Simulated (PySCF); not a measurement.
# CH₅BO: spin-spin couplings and electronic excitations at several levels of theory, part 1 of 2

How much do the spin-spin couplings and electronic excitations of CH₅BO (`BOC`) depend on the level of theory, and what does each level cost?

Computed with PySCF 2.14.0, with density-fitted response routines of our own, on a single molecule in the gas phase. Atoms count from 0, in the outputs and in this text.

## (1) Starting geometry

8 atoms, charge 0, multiplicity 1; geometry from: PBE0-D3(BJ)/def2-SVP.

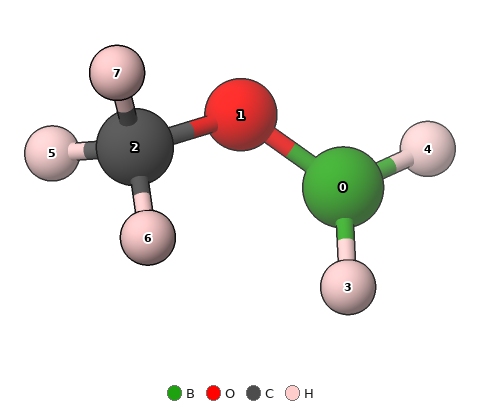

As it starts; boron green, oxygen red, carbon dark grey, hydrogen pink, atoms numbered.

## (2) Spin-spin couplings: B3LYP/def2-TZVP

Job settings and geometry (Å):

```
{"job": {"kind": "j", "xc": "B3LYP", "basis": "def2-TZVP"}, "charge": 0, "multiplicity": 1}
B      1.360200     0.054611     0.050210
O      0.180326     0.526814     0.470175
C     -1.055675     0.015364     0.039022
H      1.404335    -0.867472    -0.740956
H      2.350019     0.587417     0.493950
H     -1.624624     0.813758    -0.461477
H     -0.925643    -0.828671    -0.658370
H     -1.633110    -0.322052     0.913095
```

Level: B3LYP/def2-TZVP indirect spin-spin coupling, non-relativistic, gas phase.

Launch:

```sh
OMP_NUM_THREADS=1 python probes_run.py task.json out
```

One launch serves the whole session: the jobs run in the order shown.

The program printed:

```text
coarse grid: 6360 points
cycle   1  E = -141.2100436971  dE =  1.226e-01  |g| = 6.007e-01  |ddm| = 1.878e+00
cycle   2  E = -141.0406614596  dE =  1.694e-01  |g| = 1.124e+00  |ddm| = 9.532e-01
cycle   3  E = -141.2732366376  dE = -2.326e-01  |g| = 7.975e-02  |ddm| = 6.665e-01
cycle   4  E = -141.2745779737  dE = -1.341e-03  |g| = 1.982e-02  |ddm| = 6.574e-02
cycle   5  E = -141.2746842190  dE = -1.062e-04  |g| = 3.848e-03  |ddm| = 1.998e-02
cycle   6  E = -141.2746879014  dE = -3.682e-06  |g| = 5.305e-04  |ddm| = 3.521e-03
final grid: 60488 points
cycle   7  E = -141.2731638976  dE = -4.012e-05  |g| = 3.544e-03  |ddm| = 3.494e-02
cycle   8  E = -141.2731625362  dE =  1.361e-06  |g| = 4.464e-03  |ddm| = 4.036e-03
cycle   9  E = -141.2731664574  dE = -3.921e-06  |g| = 6.757e-04  |ddm| = 2.167e-03
cycle  10  E = -141.2731665287  dE = -7.131e-08  |g| = 2.482e-04  |ddm| = 4.911e-04
cycle  11  E = -141.2731665404  dE = -1.168e-08  |g| = 5.257e-05  |ddm| = 1.487e-04
cycle  12  E = -141.2731665411  dE = -7.495e-10  |g| = 4.936e-06  |ddm| = 4.373e-05
converged SCF energy = -141.2731665411

Indirect spin-spin couplings (Hz)
  i      j    bonds     total        FC       PSO       DSO        SD
  0 B    1 O    1     -4.499   -11.170     7.089    -0.071    -0.348
  0 B    2 C    2     -1.334    -1.005    -0.180    -0.168     0.019
  0 B    3 H    1    140.644   140.773    -1.105     0.686     0.289
  0 B    4 H    1    154.757   154.816    -1.015     0.636     0.319
  0 B    5 H    3      2.910     3.165     0.493    -0.742    -0.006
  0 B    6 H    3      5.680     6.010    -0.176    -0.099    -0.055
  0 B    7 H    3      3.284     3.537     0.512    -0.760    -0.005
  1 O    2 C    1     21.740    24.210    -0.862    -0.091    -1.517
  1 O    3 H    2      1.845     0.593     1.146     0.190    -0.084
  1 O    4 H    2    -20.662   -21.729     0.965     0.134    -0.032
  1 O    5 H    2     -6.103    -5.746    -0.647     0.159     0.131
  1 O    6 H    2     -0.712    -0.520    -0.491     0.210     0.089
  1 O    7 H    2     -6.366    -6.014    -0.639     0.158     0.129
  2 C    3 H    3     10.449    10.591    -0.006    -0.085    -0.050
  2 C    4 H    3     12.196    12.298     0.379    -0.550     0.069
  2 C    5 H    1    142.190   141.111     0.557     0.650    -0.127
  2 C    6 H    1    137.680   136.622     0.507     0.676    -0.124
  2 C    7 H    1    142.394   141.316     0.555     0.649    -0.125
  3 H    4 H    2     19.379    19.786     1.369    -1.975     0.199
  3 H    5 H    4     -0.879    -0.589     1.044    -1.325    -0.009
  3 H    7 H    4     -0.860    -0.557     1.084    -1.377    -0.010
  4 H    5 H    4     -1.131    -0.785     1.306    -1.655     0.003
  4 H    6 H    4     -0.906    -0.483     1.140    -1.569     0.006
  4 H    7 H    4     -1.062    -0.715     1.317    -1.668     0.003
  5 H    6 H    2     -9.464    -9.395     2.227    -2.658     0.362
  5 H    7 H    2    -11.337   -11.325     2.247    -2.649     0.391
  6 H    7 H    2     -9.389    -9.317     2.231    -2.664     0.361
```

Run time: 5 s. Hardware: 1 thread of Intel Xeon 6975P-C, shared host; peak memory 0.49 GiB.

The basis is not made for couplings: without tight functions at the nuclei these values are rough.

A choice of the couplings up to four bonds, sorted by the number of bonds, with means over like pairs; isotopes 11B, 13C, 1H, 17O:

```tsv
pair	bonds	J (Hz)	Fermi contact (Hz)
B0–H3	1	147.7	147.8
C2–H5	1	140.8	139.7
O1–C2	1	21.7	24.2
B0–O1	1	-4.5	-11.2
H3–H4	2	19.4	19.8
H5–H6	2	-10.1	-10.0
O1–H3	2	-9.4	-10.6
O1–H5	2	-4.4	-4.1
B0–C2	2	-1.3	-1.0
C2–H3	3	11.3	11.4
B0–H5	3	4.0	4.2
```

Means hide unlike values in this fixed geometry: O1–H3 from -20.7 to 1.8 Hz; O1–H5 from -6.4 to -0.7 Hz. They hold only if the pairs exchange fast.

Quadrupole couplings from the field gradients of the same density:

```tsv
atom	isotope	eQq/h (MHz)	η
O1	17O	-8.238	0.44
B0	11B	4.319	0.32
```

## (3) J couplings: B3LYP/cc-pVTZ

Settings changed since step 2:

```diff
@@ -1,2 +1,2 @@
-{"job": {"kind": "j", "xc": "B3LYP", "basis": "def2-TZVP"}, "charge": 0, "multiplicity": 1}
+{"job": {"kind": "j", "xc": "B3LYP", "basis": "cc-pVTZ"}, "charge": 0, "multiplicity": 1}
 B      1.360200     0.054611     0.050210
```

Level: B3LYP/cc-pVTZ indirect spin-spin coupling, non-relativistic, gas phase.

The program printed:

```text
coarse grid: 6360 points
cycle   1  E = -141.2090946023  dE =  1.200e-01  |g| = 6.013e-01  |ddm| = 5.782e+00
cycle   2  E = -141.0419455192  dE =  1.671e-01  |g| = 1.122e+00  |ddm| = 2.011e+00
cycle   3  E = -141.2718719996  dE = -2.299e-01  |g| = 8.162e-02  |ddm| = 1.315e+00
cycle   4  E = -141.2732700442  dE = -1.398e-03  |g| = 1.961e-02  |ddm| = 1.665e-01
cycle   5  E = -141.2733723053  dE = -1.023e-04  |g| = 3.925e-03  |ddm| = 4.954e-02
cycle   6  E = -141.2733760773  dE = -3.772e-06  |g| = 5.633e-04  |ddm| = 7.792e-03
final grid: 60488 points
cycle   7  E = -141.2701118141  dE = -4.982e-05  |g| = 3.431e-03  |ddm| = 6.229e-02
cycle   8  E = -141.2701106304  dE =  1.184e-06  |g| = 4.265e-03  |ddm| = 1.176e-02
cycle   9  E = -141.2701142597  dE = -3.629e-06  |g| = 5.957e-04  |ddm| = 6.241e-03
cycle  10  E = -141.2701143082  dE = -4.846e-08  |g| = 2.844e-04  |ddm| = 1.059e-03
cycle  11  E = -141.2701143230  dE = -1.481e-08  |g| = 5.309e-05  |ddm| = 4.026e-04
cycle  12  E = -141.2701143238  dE = -7.630e-10  |g| = 3.856e-06  |ddm| = 1.140e-04
converged SCF energy = -141.2701143238

Indirect spin-spin couplings (Hz)
  i      j    bonds     total        FC       PSO       DSO        SD
  0 B    1 O    1     -6.222   -13.061     7.284    -0.072    -0.373
  0 B    2 C    2     -1.071    -0.734    -0.188    -0.167     0.018
  0 B    3 H    1    137.311   137.188    -1.026     0.663     0.486
  0 B    4 H    1    153.609   153.387    -0.928     0.614     0.536
  0 B    5 H    3      2.349     2.568     0.530    -0.743    -0.006
  0 B    6 H    3      4.952     5.294    -0.193    -0.098    -0.051
  0 B    7 H    3      2.742     2.958     0.551    -0.761    -0.006
  1 O    2 C    1     21.409    23.871    -0.863    -0.091    -1.507
  1 O    3 H    2      2.512     1.279     1.139     0.191    -0.097
  1 O    4 H    2    -18.297   -19.363     0.964     0.136    -0.035
  1 O    5 H    2     -4.973    -4.628    -0.640     0.161     0.134
  1 O    6 H    2     -0.218    -0.035    -0.492     0.212     0.097
  1 O    7 H    2     -5.200    -4.861    -0.632     0.160     0.132
  2 C    3 H    3      9.617     9.746     0.007    -0.086    -0.050
  2 C    4 H    3     11.820    11.895     0.408    -0.551     0.069
  2 C    5 H    1    132.915   131.574     0.549     0.627     0.165
  2 C    6 H    1    129.314   128.007     0.491     0.655     0.160
  2 C    7 H    1    133.120   131.780     0.547     0.626     0.167
  3 H    4 H    2     18.883    19.199     1.495    -1.999     0.188
  3 H    5 H    4     -0.822    -0.602     1.121    -1.333    -0.008
  3 H    6 H    4     -0.177    -0.437    -1.176     1.395     0.040
  3 H    7 H    4     -0.800    -0.570     1.164    -1.385    -0.009
  4 H    5 H    4     -1.076    -0.806     1.389    -1.661     0.002
  4 H    6 H    4     -0.850    -0.506     1.219    -1.576     0.013
  4 H    7 H    4     -1.006    -0.736     1.401    -1.674     0.002
  5 H    6 H    2     -8.707    -8.899     2.447    -2.703     0.449
  5 H    7 H    2    -10.635   -10.883     2.458    -2.695     0.485
  6 H    7 H    2     -8.646    -8.836     2.451    -2.710     0.448
```

Run time: 6.4 s. Hardware: 1 thread of Intel Xeon 6975P-C, shared host; peak memory 0.57 GiB.

The basis is not made for couplings: without tight functions at the nuclei these values are rough.

In short: J(B0,H3) 145.5 Hz, J(C2,H5) 131.8 Hz, J(O1,C2) 21.4 Hz (means over like pairs).

## (4) Indirect couplings: B3LYP/6-31G*

Settings changed since step 3:

```diff
@@ -1,2 +1,2 @@
-{"job": {"kind": "j", "xc": "B3LYP", "basis": "cc-pVTZ"}, "charge": 0, "multiplicity": 1}
+{"job": {"kind": "j", "xc": "B3LYP", "basis": "6-31G*"}, "charge": 0, "multiplicity": 1}
 B      1.360200     0.054611     0.050210
```

With the program's defaults for keys left out, this is: B3LYP/6-31G* indirect spin-spin coupling, non-relativistic, gas phase.

The program printed:

```text
coarse grid: 6360 points
cycle   1  E = -141.1711553949  dE =  1.207e-01  |g| = 5.610e-01  |ddm| = 2.337e+00
cycle   2  E = -141.0268491635  dE =  1.443e-01  |g| = 1.027e+00  |ddm| = 1.197e+00
cycle   3  E = -141.2317058965  dE = -2.049e-01  |g| = 6.610e-02  |ddm| = 8.243e-01
cycle   4  E = -141.2327523151  dE = -1.046e-03  |g| = 1.537e-02  |ddm| = 6.960e-02
cycle   5  E = -141.2328231881  dE = -7.087e-05  |g| = 2.645e-03  |ddm| = 1.901e-02
cycle   6  E = -141.2328250427  dE = -1.855e-06  |g| = 3.843e-04  |ddm| = 3.023e-03
final grid: 60488 points
cycle   7  E = -141.2104984020  dE = -8.199e-06  |g| = 3.227e-03  |ddm| = 9.878e-03
cycle   8  E = -141.2104976168  dE =  7.852e-07  |g| = 3.828e-03  |ddm| = 5.533e-03
cycle   9  E = -141.2105010521  dE = -3.435e-06  |g| = 3.787e-04  |ddm| = 2.757e-03
cycle  10  E = -141.2105010802  dE = -2.806e-08  |g| = 1.210e-04  |ddm| = 3.870e-04
cycle  11  E = -141.2105010829  dE = -2.691e-09  |g| = 2.915e-05  |ddm| = 1.015e-04
cycle  12  E = -141.2105010831  dE = -2.315e-10  |g| = 2.979e-06  |ddm| = 2.705e-05
converged SCF energy = -141.2105010831

Indirect spin-spin couplings (Hz)
  i      j    bonds     total        FC       PSO       DSO        SD
  0 B    1 O    1    -12.570   -18.397     6.221    -0.078    -0.316
  0 B    2 C    2     -2.094    -1.768    -0.173    -0.167     0.014
  0 B    3 H    1    155.535   155.616    -1.161     0.730     0.350
  0 B    4 H    1    167.640   167.642    -1.080     0.687     0.390
  0 B    5 H    3      3.547     3.944     0.349    -0.737    -0.008
  0 B    6 H    3      5.232     5.570    -0.197    -0.095    -0.045
  0 B    7 H    3      3.848     4.247     0.364    -0.756    -0.007
  1 O    2 C    1      7.497     9.612    -0.794    -0.099    -1.222
  1 O    3 H    2      1.985     0.708     1.157     0.176    -0.056
  1 O    4 H    2    -15.537   -16.595     0.928     0.130    -0.001
  1 O    5 H    2     -4.775    -4.527    -0.518     0.149     0.121
  1 O    6 H    2     -0.883    -0.805    -0.352     0.193     0.080
  1 O    7 H    2     -5.025    -4.782    -0.510     0.148     0.119
  2 C    3 H    3      8.095     8.248    -0.021    -0.081    -0.051
  2 C    4 H    3     10.299    10.511     0.274    -0.546     0.059
  2 C    5 H    1    153.175   152.134     0.238     0.687     0.115
  2 C    6 H    1    150.579   149.522     0.231     0.711     0.116
  2 C    7 H    1    153.255   152.215     0.237     0.687     0.116
  3 H    4 H    2     17.338    18.302     0.834    -1.905     0.107
  3 H    5 H    4     -1.325    -0.688     0.684    -1.308    -0.012
  3 H    7 H    4     -1.312    -0.656     0.718    -1.360    -0.013
  4 H    5 H    4     -1.574    -0.883     0.945    -1.641     0.004
  4 H    6 H    4     -1.274    -0.538     0.803    -1.553     0.015
  4 H    7 H    4     -1.506    -0.812     0.955    -1.654     0.005
  5 H    6 H    2    -12.369   -11.483     1.322    -2.576     0.368
  5 H    7 H    2    -14.096   -13.295     1.364    -2.567     0.401
  6 H    7 H    2    -12.285   -11.394     1.324    -2.582     0.367
```

Wall time 1.8 s (1 thread of Intel Xeon 6975P-C, shared host); peak memory 0.41 GiB.

This basis has no tight s functions, so the Fermi-contact terms are rough.

In short: J(B0,H3) 161.6 Hz, J(C2,H5) 152.3 Hz, J(H3,H4) 17.3 Hz (means over like pairs).

## (5) TDDFT and polarisability: HF/def2-SVPD

Settings changed since step 4:

```diff
@@ -1,2 +1,2 @@
-{"job": {"kind": "j", "xc": "B3LYP", "basis": "6-31G*"}, "charge": 0, "multiplicity": 1}
+{"job": {"kind": "uv", "xc": "HF", "basis": "def2-SVPD", "ip": true}, "charge": 0, "multiplicity": 1}
 B      1.360200     0.054611     0.050210
```

Method: TDDFT HF/def2-SVPD, vertical, gas phase, core orbitals frozen in the response.

The program printed:

```text
final grid: 60488 points
cycle   1  E = -140.1888465404  dE =  2.341e-01  |g| = 4.759e-01  |ddm| = 2.827e+00
cycle   2  E = -140.2354648791  dE = -4.662e-02  |g| = 2.546e-01  |ddm| = 6.688e-01
cycle   3  E = -140.2476236250  dE = -1.216e-02  |g| = 5.503e-02  |ddm| = 2.426e-01
cycle   4  E = -140.2484449854  dE = -8.214e-04  |g| = 1.110e-02  |ddm| = 9.387e-02
cycle   5  E = -140.2484831938  dE = -3.821e-05  |g| = 2.044e-03  |ddm| = 2.117e-02
cycle   6  E = -140.2484850741  dE = -1.880e-06  |g| = 5.424e-04  |ddm| = 4.755e-03
cycle   7  E = -140.2484852180  dE = -1.439e-07  |g| = 1.404e-04  |ddm| = 1.285e-03
cycle   8  E = -140.2484852294  dE = -1.146e-08  |g| = 3.558e-05  |ddm| = 3.836e-04
cycle   9  E = -140.2484852304  dE = -9.558e-10  |g| = 8.172e-06  |ddm| = 1.265e-04
converged SCF energy = -140.2484852304

Static polarisability (au): isotropic 30.951, principal 25.966 29.822 37.066

Singlet excitations
state   eV       nm        f      main configurations
  1   7.2823    170.3   0.00007   H->L+1 0.81, H->L+5 0.09
  2   9.7094    127.7   0.14969   H->L 0.63, H-1->L+1 0.23
  3   9.7811    126.8   0.11788   H-1->L+1 0.60, H->L 0.24
  4   9.8873    125.4   0.01966   H-2->L+1 0.66, H-3->L+1 0.09
  5  10.1903    121.7   0.02341   H-1->L 0.55, H-1->L+2 0.24
  6  10.5320    117.7   0.02039   H->L+3 0.36, H->L+2 0.25, H->L+4 0.19
  7  10.9968    112.7   0.03305   H-1->L+2 0.34, H-1->L+3 0.26, H-1->L+4 0.16
  8  11.0381    112.3   0.03946   H-2->L+2 0.25, H-2->L 0.25, H->L+3 0.16
  9  11.4838    108.0   0.10015   H->L+2 0.25, H->L+3 0.15, H->L+4 0.13
 10  11.5886    107.0   0.14142   H-3->L+1 0.62

Triplet excitations (Tamm-Dancoff, eV): 6.3992 7.9435 8.8974 9.1748
Vertical ionisation energy (delta-SCF) = 10.8285 eV
```

Run time: 2.4 s. Hardware: 1 thread of Intel Xeon 6975P-C, shared host; peak memory 0.41 GiB.

Frontier orbitals and where they lie:

```tsv
orbital	eV	atoms
HOMO−3	-16.08	B0 35 %, H3 21 %, H4 17 %
HOMO−2	-14.10	C2 28 %, O1 24 %, H6 16 %
HOMO−1	-13.08	O1 48 %, C2 23 %, H5 10 %
HOMO	-12.31	B0 32 %, O1 26 %, H3 19 %
LUMO	2.18	B0 74 %, C2 7 %, H3 4 %
LUMO+1	2.83	B0 36 %, O1 34 %, H3 13 %
LUMO+2	3.05	C2 38 %, H7 14 %, H5 14 %
```

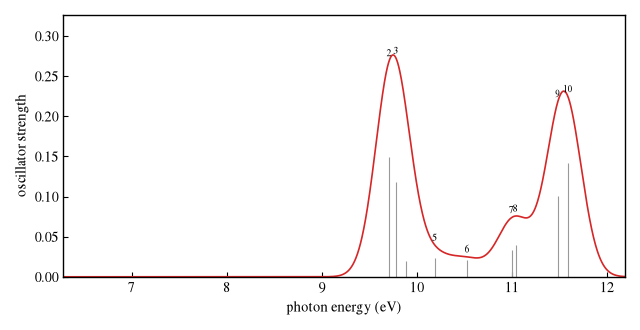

Absorption spectrum from the 10 singlet states computed; above the last one it falls off for lack of states. Lines are broadened to a width of 0.40 eV (Gaussian).

Further results of this job:

```tsv
property	computed
dipole moment (D)	1.61
polarisability (Å³)	4.59
HOMO–LUMO gap (eV)	14.49
−ε(HOMO) (eV)	12.31
```

## (6) Ultraviolet spectrum: LDA/def2-SVPD

Settings changed since step 5:

```diff
@@ -1,2 +1,2 @@
-{"job": {"kind": "uv", "xc": "HF", "basis": "def2-SVPD", "ip": true}, "charge": 0, "multiplicity": 1}
+{"job": {"kind": "uv", "xc": "LDA", "basis": "def2-SVPD", "ip": true}, "charge": 0, "multiplicity": 1}
 B      1.360200     0.054611     0.050210
```

With the program's defaults for keys left out, this is: TDDFT LDA/def2-SVPD, vertical, gas phase, core orbitals frozen in the response.

The program printed:

```text
coarse grid: 6360 points
cycle   1  E = -139.7789446957  dE =  8.405e-02  |g| = 5.633e-01  |ddm| = 3.537e+00
cycle   2  E = -139.4375591792  dE =  3.414e-01  |g| = 1.408e+00  |ddm| = 1.475e+00
cycle   3  E = -139.8414195769  dE = -4.039e-01  |g| = 1.398e-01  |ddm| = 9.972e-01
cycle   4  E = -139.8465042359  dE = -5.085e-03  |g| = 3.824e-02  |ddm| = 2.373e-01
cycle   5  E = -139.8469020591  dE = -3.978e-04  |g| = 1.071e-02  |ddm| = 7.032e-02
cycle   6  E = -139.8469293280  dE = -2.727e-05  |g| = 3.690e-03  |ddm| = 1.470e-02
cycle   7  E = -139.8469325433  dE = -3.215e-06  |g| = 5.945e-04  |ddm| = 4.305e-03
final grid: 60488 points
cycle   8  E = -139.8843620173  dE = -2.539e-05  |g| = 2.220e-03  |ddm| = 4.621e-02
cycle   9  E = -139.8843605154  dE =  1.502e-06  |g| = 3.516e-03  |ddm| = 5.016e-03
cycle  10  E = -139.8843631312  dE = -2.616e-06  |g| = 6.546e-04  |ddm| = 3.084e-03
cycle  11  E = -139.8843632070  dE = -7.577e-08  |g| = 2.373e-04  |ddm| = 6.924e-04
cycle  12  E = -139.8843632188  dE = -1.178e-08  |g| = 5.183e-05  |ddm| = 2.319e-04
cycle  13  E = -139.8843632196  dE = -8.308e-10  |g| = 6.068e-06  |ddm| = 8.981e-05
converged SCF energy = -139.8843632196

Static polarisability (au): isotropic 36.030, principal 29.077 34.274 44.740

Singlet excitations
state   eV       nm        f      main configurations
  1   5.7206    216.7   0.00002   H->L 1.00
  2   7.1224    174.1   0.00035   H-2->L 1.00
  3   7.2570    170.8   0.14019   H-1->L 0.93
  4   7.2676    170.6   0.02624   H->L+1 0.99
  5   8.0718    153.6   0.01260   H->L+2 0.97
  6   8.1979    151.2   0.00524   H-1->L+1 1.00
  7   8.3319    148.8   0.07636   H->L+3 0.97
  8   8.7775    141.3   0.02860   H-2->L+1 0.98
  9   8.9758    138.1   0.09633   H->L+4 0.94
 10   9.0249    137.4   0.02457   H-1->L+2 0.66, H->L+5 0.31

Triplet excitations (Tamm-Dancoff, eV): 5.2444 6.0135 6.8357 7.1503
Vertical ionisation energy (delta-SCF) = 10.8511 eV
Vertical electron affinity (delta-SCF) = -1.2668 eV
```

Wall time 9.7 s (1 thread of Intel Xeon 6975P-C, shared host); peak memory 0.41 GiB.

Key values: HOMO -7.14 eV, LUMO -1.65 eV; lowest singlet 5.72 eV.

## (7) Excited states and response: PBE/def2-SVPD

Settings changed since step 6:

```diff
@@ -1,2 +1,2 @@
-{"job": {"kind": "uv", "xc": "LDA", "basis": "def2-SVPD", "ip": true}, "charge": 0, "multiplicity": 1}
+{"job": {"kind": "uv", "xc": "PBE", "basis": "def2-SVPD", "ip": true}, "charge": 0, "multiplicity": 1}
 B      1.360200     0.054611     0.050210
```

With the program's defaults for keys left out, this is: TDDFT PBE/def2-SVPD, vertical, gas phase, core orbitals frozen in the response.

The program printed:

```text
coarse grid: 6360 points
cycle   1  E = -140.8175318715  dE =  8.409e-02  |g| = 5.569e-01  |ddm| = 3.527e+00
cycle   2  E = -140.4998654507  dE =  3.177e-01  |g| = 1.361e+00  |ddm| = 1.391e+00
cycle   3  E = -140.8782514920  dE = -3.784e-01  |g| = 1.302e-01  |ddm| = 9.480e-01
cycle   4  E = -140.8826518411  dE = -4.400e-03  |g| = 3.446e-02  |ddm| = 2.121e-01
cycle   5  E = -140.8829927338  dE = -3.409e-04  |g| = 8.954e-03  |ddm| = 6.780e-02
cycle   6  E = -140.8830129230  dE = -2.019e-05  |g| = 2.858e-03  |ddm| = 1.324e-02
cycle   7  E = -140.8830147894  dE = -1.866e-06  |g| = 5.480e-04  |ddm| = 3.194e-03
final grid: 60488 points
cycle   8  E = -140.9197046620  dE = -8.339e-06  |g| = 1.366e-02  |ddm| = 6.015e-02
cycle   9  E = -140.9195805704  dE =  1.241e-04  |g| = 2.905e-02  |ddm| = 3.142e-02
cycle  10  E = -140.9197392198  dE = -1.586e-04  |g| = 3.311e-03  |ddm| = 2.095e-02
cycle  11  E = -140.9197419550  dE = -2.735e-06  |g| = 3.043e-04  |ddm| = 3.306e-03
cycle  12  E = -140.9197419808  dE = -2.581e-08  |g| = 7.869e-05  |ddm| = 5.449e-04
cycle  13  E = -140.9197419827  dE = -1.814e-09  |g| = 1.108e-05  |ddm| = 1.218e-04
cycle  14  E = -140.9197419827  dE = -3.240e-11  |g| = 1.896e-06  |ddm| = 1.733e-05
converged SCF energy = -140.9197419827

Static polarisability (au): isotropic 35.416, principal 28.546 33.665 44.038

Singlet excitations
state   eV       nm        f      main configurations
  1   5.8847    210.7   0.00003   H->L 1.00
  2   7.2562    170.9   0.03216   H->L+1 0.99
  3   7.2872    170.1   0.00052   H-2->L 1.00
  4   7.3388    168.9   0.13188   H-1->L 0.93
  5   8.0626    153.8   0.01310   H->L+2 0.98
  6   8.0905    153.2   0.00471   H-1->L+1 1.00
  7   8.3629    148.3   0.06777   H->L+3 0.98
  8   8.7444    141.8   0.02942   H-2->L+1 0.98
  9   8.9213    139.0   0.03181   H-1->L+2 0.95
 10   9.0427    137.1   0.00885   H->L+5 0.87, H->L+4 0.10

Triplet excitations (Tamm-Dancoff, eV): 5.3195 5.9577 6.9170 7.1186
Vertical ionisation energy (delta-SCF) = 10.7860 eV
Vertical electron affinity (delta-SCF) = -1.3951 eV
```

It took 13 s on 1 thread of Intel Xeon 6975P-C, shared host; peak memory 0.41 GiB.

Key values: HOMO -7.11 eV, LUMO -1.41 eV; lowest singlet 5.88 eV.

(Continued in part 2 of 2.)
